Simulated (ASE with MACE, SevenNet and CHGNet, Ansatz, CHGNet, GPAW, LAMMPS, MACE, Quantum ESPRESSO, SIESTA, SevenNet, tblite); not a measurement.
# Machine-learned potentials on glassy 75Sc2O3-25SiO2 (mol %) (72 atoms): settings against a plane-wave reference

Aim: run glassy 75Sc2O3-25SiO2 (mol %) (72 atoms) in machine-learned potentials and see how near its forces come to a plane-wave reference, and at what cost.

Method: the method is named at each step, in ASE with MACE, SevenNet and CHGNet.

## (1) The structure

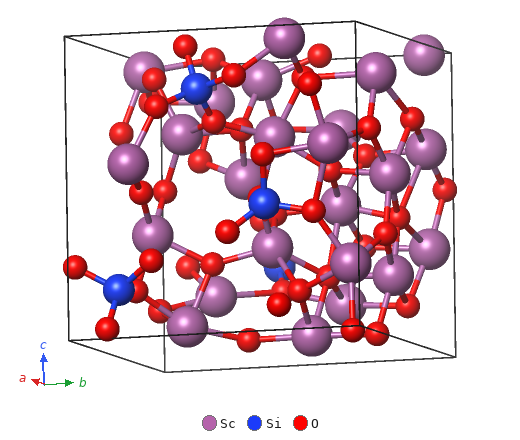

Start, viewed slightly off an axis; scandium purple, silicon blue, oxygen red. Bonds to atoms that aren't drawn are left out. Some periodic images of atoms are drawn too.

The cell holds 72 atoms: 24 Sc, 4 Si and 44 O. Its edges and angles: a = 9.740 Å, b = 9.740 Å, c = 9.740 Å, α = 90.0°, β = 90.0°, γ = 90.0°. 72 atoms (24 Sc, 4 Si, 44 O) placed at random at 3.36 g/cm³, melted at 4000 K for 10 ps at fixed volume with the Morse and Coulomb pair potential with partial charges (Pedone, Malavasi, Menziani, Cormack and Segre, J. Phys. Chem. B 110, 11780 (2006)). Quenched from 4000 K to 300 K at 20 K/ps and fixed volume, held 10 ps at zero pressure.

The yardstick, on the same geometry:

- method: Kohn-Sham DFT, PBE, SSSP efficiency 1.3.0 pseudopotentials, plane waves (Quantum ESPRESSO 7.5); sssp-pbe-1.3.0-efficiency, cutoffs 60/480 Ry, Γ point
- r.m.s. force component: 0.8579 eV/Å
- longest force: 3.848 eV/Å
- pressure: 0.6393 GPa
- gap (highest filled to lowest empty level): 2.695 eV
- time: 2.9 min on 4 MPI ranks of Arm Neoverse V1, shared host
- CPU time: 11 min

## (2) MACE MP-0b3 medium potential

Method: machine-learned interatomic potential MACE MP-0b3 medium, trained on PBE(+U) plane-wave data.

run.py

```python
import numpy as np
from ase.io import read
import mlip  # loads the published weights by name

atoms = read("structure.xyz")
atoms.calc = mlip.calc("mace-mp-0b3-medium")
energy = atoms.get_potential_energy()
forces = atoms.get_forces()
print(f"energy {energy:.6f} eV")
print("forces (eV/A)")
for i, (a, f) in enumerate(zip(atoms, forces)):
    print(f"{i:4d} {a.symbol:2s} {f[0]:10.5f} {f[1]:10.5f} {f[2]:10.5f}")
stress = -atoms.get_stress(voigt=False) * 160.21766
print("stress (GPa, compression positive)")
for row in stress:
    print(" ".join(f"{x:10.4f}" for x in row))
```

structure.xyz

```xyz
72
Lattice="9.74015 0.00000 0.00000 0.00000 9.74015 0.00000 0.00000 0.00000 9.74015" Properties=species:S:1:pos:R:3 pbc="T T T"
Sc 2.97980 2.73464 1.98017
Sc 4.77297 6.51100 0.34802
Sc 0.62162 6.22990 7.37154
Sc 3.14772 4.41005 8.80948
Sc 5.26621 5.39010 3.17539
Sc 7.31213 8.67643 2.30374
Sc 5.48663 2.49504 6.91570
Sc 2.19621 9.56639 6.43434
Sc 7.79446 6.71846 9.54476
Sc 8.65276 8.40663 6.02331
Sc 5.13111 9.31246 5.35923
Sc 6.16347 1.68602 3.65148
Sc 3.54551 0.62035 9.20707
Sc 2.61796 3.64535 5.73666
Sc 1.74105 6.66596 1.64901
Sc 0.31246 8.93211 9.67811
Sc 3.02724 6.95067 4.67206
Sc 5.74260 5.66692 6.65876
Sc 4.04275 9.01568 2.24316
Sc 0.96798 2.10748 8.43507
Sc 1.18002 9.30438 3.35821
Sc 6.00052 2.74828 0.69837
Sc 9.64051 2.03433 5.55909
Sc 6.02146 9.17853 8.50539
Si 8.22916 6.11457 4.24826
Si 8.77607 1.37930 1.65670
Si 8.15406 3.87931 8.03533
Si 0.29308 3.99171 3.14617
O 4.82430 4.41024 0.30759
O 6.84499 4.00155 7.11450
O 7.17956 1.43599 1.78449
O 9.37158 2.67698 2.46309
O 1.95884 1.46940 3.08734
O 4.29093 1.27830 1.44544
O 1.63362 0.19441 8.46361
O 4.71248 8.66786 0.31305
O 5.47396 3.44344 2.71283
O 2.55387 2.60656 9.61285
O 9.14473 0.04870 2.40416
O 1.28239 7.16437 3.53041
O 8.01858 7.68556 3.95869
O 6.84869 9.18993 6.65496
O 9.65551 7.02080 0.81506
O 5.82997 9.36369 3.36999
O 9.64314 1.26038 0.31655
O 1.81235 1.87595 6.47428
O 6.76122 5.48234 4.61488
O 5.50299 1.58979 8.71140
O 7.62761 3.34097 9.46528
O 0.86921 3.61136 4.59813
O 1.49687 4.49469 2.19894
O 9.38123 8.06348 7.86186
O 3.55759 4.93514 4.44716
O 1.99848 7.47138 6.35116
O 7.60530 8.80831 0.12214
O 9.16480 2.84841 7.40485
[... 12 atom lines left out ...]
O 6.53720 6.69314 1.60381
O 8.92032 5.09030 3.31847
O 0.42720 9.59979 5.31851
O 4.86813 1.68962 5.19462
```

Started as:

```console
$ OMP_NUM_THREADS=1 python run.py > output.txt
```

The program printed:

```text
energy -623.200156 eV
forces (eV/A)
   0 Sc   -0.52154   -0.57648    0.96871
   1 Sc   -0.51071    0.47524    0.86144
   2 Sc    0.67492    0.88150   -0.94286
   3 Sc    0.40240    0.43865    0.69221
   4 Sc    0.01721   -0.38071    0.02468
   5 Sc    0.79402   -1.46041   -1.32810
   6 Sc    0.62715   -1.05861   -0.02853
   7 Sc    0.16571   -1.49566    0.13185
   8 Sc    0.79545    0.87061    1.68016
   9 Sc   -0.54201    0.12749   -0.41873
  10 Sc   -0.09150   -1.56865    0.98221
  11 Sc    0.98563    2.07810    0.05503
  12 Sc    0.73002    0.08079    1.23564
  13 Sc    0.53850    0.78766   -0.45586
  14 Sc    0.02872   -0.58784    0.06229
  15 Sc   -0.89971   -0.78072    1.02153
  16 Sc   -0.79850   -0.22069   -0.07346
  17 Sc   -0.65381    1.47986   -0.93436
  18 Sc   -0.72475    0.11385   -0.43754
  19 Sc    0.54458    0.11502    1.14914
  20 Sc    0.67318   -0.14023   -0.36260
  21 Sc   -0.78030    0.58273   -0.30871
  22 Sc   -1.20459   -0.59128   -1.85851
  23 Sc    1.07212   -0.43695    0.12669
[...]
64 O    -0.39791    0.62926    1.36649
  65 O     0.23597   -0.08493    0.63960
  66 O    -0.25555   -0.12294    0.08686
  67 O    -0.27778   -0.27043    0.70004
  68 O     0.46796   -0.19546   -0.19344
  69 O    -0.32920    0.03858   -1.56205
  70 O    -0.75148    1.08230    0.36439
  71 O    -0.01842    0.19946    0.16279
stress (GPa, compression positive)
    2.4108    -1.7697    -0.4770
   -1.7697    -0.1030    -0.3750
   -0.4770    -0.3750    -0.0017
```

It took 12 s on 1 thread of Arm Neoverse V1, shared host; peak memory 0.98 GiB.

Banners, paths, timers and routine set-up lines are dropped from the logs unmarked, and long logs keep their key lines alone; longer cuts are marked.

Compared with the plane-wave run:

```
r.m.s. force component                  : 0.8209 eV/Å
r.m.s. difference of force components   : 114.1 meV/Å
longest difference of force vectors     : 553.3 meV/Å
force difference over r.m.s. force      : 13.3 %
slope of forces against the reference's : 0.949
correlation of force components         : 0.9917
pressure                                : 0.7687 GPa
pressure difference                     : 0.1294 GPa
```

Length of the force difference by element (eV/Å):

```csv
element,atoms,mean,most
O,44,0.13,0.26
Sc,24,0.23,0.55
Si,4,0.25,0.43
```

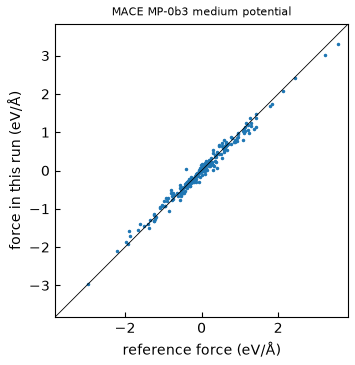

Force components against those of the reference; the line marks equality.

A closer look about Si27, one of the 4 Si atoms: 9 atoms, nearest first, numbered in the order of the input, with positions taken from that point.

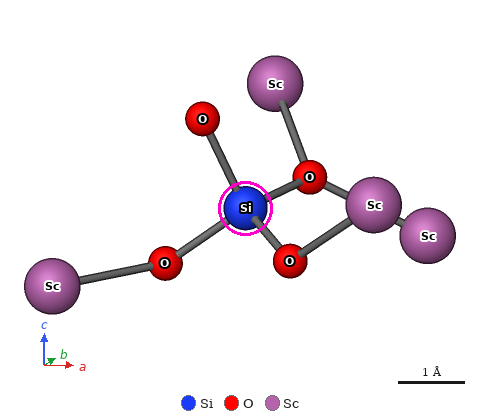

The atoms of the table, within 3.3 Å (arrows a, b, c point along x, y, z); some may hide others; the central atom is ringed.

```csv
atom,x,y,z,distance (Å),bonds,Fx,Fy,Fz (eV/Å)
Si27,0.00,0.00,0.00,0.00,4,-1.93,-0.12,2.42
O56,1.01,-1.03,-0.63,1.58,3,0.95,-1.40,-1.40
O60,0.60,1.44,0.30,1.59,3,0.84,1.23,-0.05
O30,-1.31,0.12,-0.92,1.61,3,-0.33,0.05,-1.29
O49,-0.53,-0.54,1.43,1.62,2,0.14,-0.06,0.54
Sc20,2.55,-1.77,0.40,3.13,6,0.54,0.12,1.15
Sc7,-2.67,-1.38,-1.12,3.21,4,0.63,-1.06,-0.03
Sc9,-0.36,2.84,1.51,3.24,6,0.80,0.87,1.68
Sc3,2.21,2.35,-0.66,3.29,5,0.67,0.88,-0.94
```

Atoms are counted from 1 here, from 0 in the log.

Forces lie 13 % from the reference's, at 0.016 times its CPU time (on 1 against 4 cores).

## (3) SevenNet 0 potential

Method: machine-learned interatomic potential SevenNet 0, trained on PBE(+U) plane-wave data.

run.py, as its differences from that of step 2:

```diff
@@ -5,3 +5,3 @@
 atoms = read("structure.xyz")
-atoms.calc = mlip.calc("mace-mp-0b3-medium")
+atoms.calc = mlip.calc("7net-0")
 energy = atoms.get_potential_energy()
```

structure.xyz is that of step 2.

The program printed:

```text
energy -623.543030 eV
forces (eV/A)
   0 Sc   -0.70794   -0.59824    1.22569
   1 Sc   -0.38386    0.42436    1.03379
   2 Sc    0.52232    1.06098   -1.00726
   3 Sc    0.56947    0.69774    0.58952
   4 Sc    0.05615   -0.40512    0.25089
   5 Sc    0.88685   -1.61772   -1.29121
   6 Sc    0.78175   -0.88042    0.07704
   7 Sc    0.04872   -1.44929    0.14359
   8 Sc    0.87831    0.93331    1.71724
   9 Sc   -0.43972    0.09124   -0.37124
  10 Sc   -0.10071   -1.53787    0.83536
  11 Sc    0.85914    1.77936   -0.12291
  12 Sc    0.66500   -0.06112    1.09352
  13 Sc    0.32336    0.61520   -0.62761
  14 Sc   -0.25852   -0.54350    0.37092
  15 Sc   -0.93824   -0.88782    1.10527
  16 Sc   -0.91854   -0.09277   -0.19065
  17 Sc   -0.63216    1.40094   -1.04449
  18 Sc   -0.75261    0.16908   -0.41553
  19 Sc    0.62282   -0.07005    1.15038
  20 Sc    0.57867   -0.21456   -0.39557
  21 Sc   -0.62099    0.47201   -0.25372
  22 Sc   -1.10286   -0.67127   -1.82029
  23 Sc    0.97529   -0.46693    0.10102
[...]
64 O    -0.33601    0.68059    1.26898
  65 O     0.26093    0.07095    0.51611
  66 O    -0.17599   -0.10903    0.06330
  67 O    -0.16907   -0.17305    0.86047
  68 O     0.24796   -0.24622   -0.18743
  69 O    -0.27176    0.01275   -1.60870
  70 O    -0.68896    1.19981    0.31825
  71 O    -0.03256    0.21892    0.15336
stress (GPa, compression positive)
    2.6417    -1.9068    -0.4916
   -1.9068     0.2257    -0.3103
   -0.4916    -0.3103     0.0294
```

Elapsed: 11 s, on 1 thread; peak memory 0.88 GiB.

Numbers from this run, and their distance from the reference:

```
r.m.s. force component                  : 0.8352 eV/Å
r.m.s. difference of force components   : 100.1 meV/Å
longest difference of force vectors     : 495.2 meV/Å
force difference over r.m.s. force      : 11.67 %
slope of forces against the reference's : 0.967
correlation of force components         : 0.9934
pressure                                : 0.9656 GPa
pressure difference                     : 0.3263 GPa
```

Against the first run (13 %), the force difference from the reference is 12 %, at 0.92 times the CPU time.

## (4) CHGNet 0.3.0 potential

Method: machine-learned interatomic potential CHGNet 0.3.0, trained on PBE(+U) plane-wave data.

run.py, as its differences from that of step 3:

```diff
@@ -5,3 +5,3 @@
 atoms = read("structure.xyz")
-atoms.calc = mlip.calc("7net-0")
+atoms.calc = mlip.calc("chgnet-0.3.0")
 energy = atoms.get_potential_energy()
```

structure.xyz is that of step 3.

The program printed:

```text
CHGNet v0.3.0 initialized with 412,525 parameters
CHGNet will run on cpu
energy -654.725586 eV
forces (eV/A)
   0 Sc   -0.67732   -0.51378    1.14447
   1 Sc   -0.46148    0.44594    1.02833
   2 Sc    0.28841    0.84297   -0.95845
   3 Sc    0.43705    0.51321    0.68984
   4 Sc   -0.06895   -0.26194    0.22653
   5 Sc    0.60370   -1.47829   -0.99181
   6 Sc    0.54461   -1.01828   -0.16479
   7 Sc    0.22355   -1.34015   -0.08991
   8 Sc    0.89110    0.83519    1.56331
   9 Sc   -0.42916    0.15090   -0.34921
  10 Sc   -0.16730   -1.32357    0.83187
  11 Sc    0.86275    1.54575    0.29421
  12 Sc    0.74266    0.04089    1.07265
  13 Sc    0.39866    0.67372   -0.60987
  14 Sc   -0.21371   -0.47400    0.20961
  15 Sc   -0.81548   -0.89706    0.83574
  16 Sc   -0.80637   -0.23076   -0.26585
  17 Sc   -0.49722    1.41250   -0.93800
  18 Sc   -0.75765    0.04223   -0.29821
  19 Sc    0.23376    0.27753    0.84838
  20 Sc    0.65097    0.00056   -0.32276
  21 Sc   -0.67248    0.49877   -0.37789
  22 Sc   -1.20782   -0.54188   -1.71747
  23 Sc    1.10657   -0.37085    0.10600
[...]
64 O    -0.17636    0.55138    1.25594
  65 O     0.27704    0.05769    0.47066
  66 O    -0.15080    0.00545    0.01033
  67 O    -0.29747   -0.27903    0.75258
  68 O     0.39517   -0.17702   -0.25310
  69 O    -0.30344    0.00693   -1.62270
  70 O    -0.63427    0.92517    0.28217
  71 O     0.04708    0.21278    0.13709
stress (GPa, compression positive)
    2.0670    -1.7931    -0.5031
   -1.7931     0.1372    -0.2415
   -0.5031    -0.2415    -0.0803
```

Wall time 4.9 s (1 thread); peak memory 1.1 GiB.

Against the reference:

```yaml
r_m_s_force_component: 0.8005 eV/Å
r_m_s_difference_of_force_components: 135.6 meV/Å
longest_difference_of_force_vectors: 671 meV/Å
force_difference_over_r_m_s_force: 15.8 %
slope_of_forces_against_the_reference_s: 0.9228
correlation_of_force_components: 0.989
pressure: 0.708 GPa
pressure_difference: 0.0687 GPa
```

Against the first run (13 %), the force difference from the reference is 16 %, at 0.43 times the CPU time.

## (5) The ladder

Differences are against the plane-wave reference, forces as r.m.s. over components; share is that over the reference's r.m.s. force, slope the least-squares factor from reference forces to these. Total energies of different programs have different zeros and aren't compared.

```csv
run,"Δ force, r.m.s. (meV/Å)",share (%),slope,Δ pressure (GPa),cores,CPU time,memory (GiB)
reference,-,-,-,-,4,11 min,2.6
MACE MP-0b3 medium potential,114,13.3,0.949,0.129,1,11 s,0.98
SevenNet 0 potential,100,11.7,0.967,0.326,1,10 s,0.88
CHGNet 0.3.0 potential,136,15.8,0.923,0.0687,1,4.7 s,1.1
```

Times of the machine-learned potentials are mostly Python's start and the loading of weights.

CPU time is summed over cores on a shared host, where runs went side by side, so it is rough. Symmetry, cutoffs, thresholds, outputs and thread counts weren't matched or tuned between programs; memory under MPI is the largest rank's times the ranks.

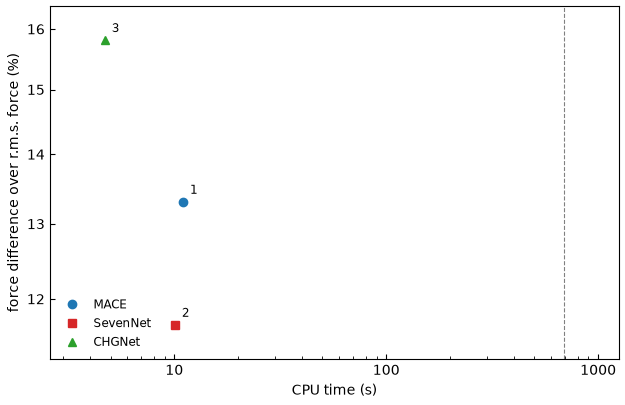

Force difference against CPU time; the dashed line marks the reference's time. Points: 1 MACE MP-0b3 medium potential; 2 SevenNet 0 potential; 3 CHGNet 0.3.0 potential.

## (6) Outcome

```json
{
  "nearest in forces": "SevenNet 0 potential, 12 %",
  "its CPU time": "10 s"
}
```

Machine-learned potentials differ by 12 % (SevenNet 0 potential) to 16 % (CHGNet 0.3.0 potential); they were trained on other programs' data. The reference's pressure holds the uncorrected Pulay stress of its 60 Ry basis, so small pressure differences, and their order, may be the reference's own error. Machine-learned potentials mimic data converged in k, so the reference's own k-point error enters their differences. The quench rate of 20 K/ps is many orders above laboratory rates, so the cell is likely richer in defects and strain than a real sample. The network of bonds at the start is that of the classical potential that made the cell, and needn't be the one that DFT or experiment would give. The electronic-structure runs sample only Γ, in a cell whose shortest periodic width is 10 Å.

[Also dropped from logs without a mark: logging warnings of Python, and SIESTA's first energy breakdown and zero terms.]

[Logs are printed without paths, hosts, clocks, repeated set-up lines and the standing remarks that a program may print on its own settings, such as how far it seeks lower states.]

[Hosts, paths, dates, database ids (printed as entryN), source tags and the programs' standing remarks are cut or masked in the printed files.]
